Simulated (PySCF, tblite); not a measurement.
Molecule: C₄H₅F₃S, SMILES C[C@@]1(C(F)(F)F)CS1.

```xyz
13

C      1.4246    -0.3093    -0.1757
C     -0.0196    -0.1143     0.2146
C     -0.4987     1.3061    -0.0082
F     -1.7758     1.5020     0.3300
F      0.2305     2.2020     0.6690
F     -0.3970     1.6458    -1.3093
C     -1.0169    -1.1996     0.0116
S     -0.6102    -0.8862     1.7383
H      1.7329    -1.3266     0.0500
H      1.5482    -0.1244    -1.2426
H      2.0619     0.3804     0.3750
H     -0.6598    -2.1391    -0.3881
H     -2.0247    -0.9362    -0.2822
```

GIAO shifts, PBE0/pcSseg-1 in PySCF, at a GFN2-xTB geometry (a minimum by its frequencies), against CFCl₃ for ¹⁹F and TMS for ¹H computed at the same level (¹⁹F: this reference is a hard case for the method, so all values can be off together by tens of ppm, and differences between signals are safer). Gas phase, fully decoupled, line heights follow the number of nuclei, widths are arbitrary (no quadrupolar broadening); values of one conformer, averaged over methyl-type rotors and exact or near symmetry.

**Predict the ¹⁹F spectrum.**

1 signal.


```tsv
δ (ppm)	nuclei	atoms
−90.3	3	F4, F5, F6
```

**How many ¹H lines appear, and where?**

3 signals.


```
δ (ppm)  nuclei         atoms
   2.66       1           H13
   2.26       1           H12
   1.84       3  H9, H10, H11
```

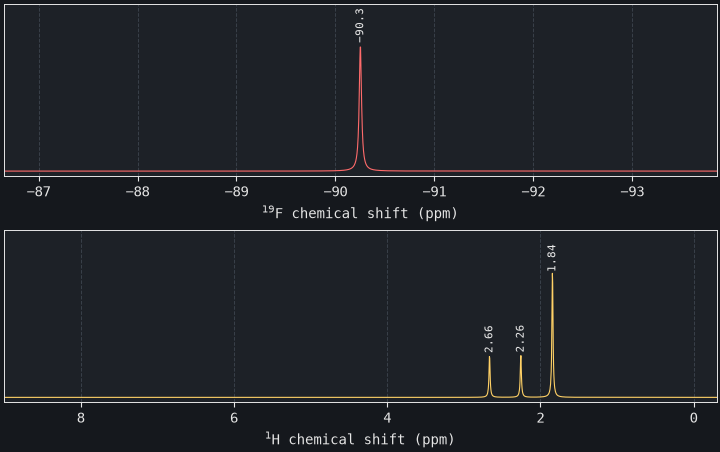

Note: the tight-binding geometry is rougher than a DFT one and adds to the error.
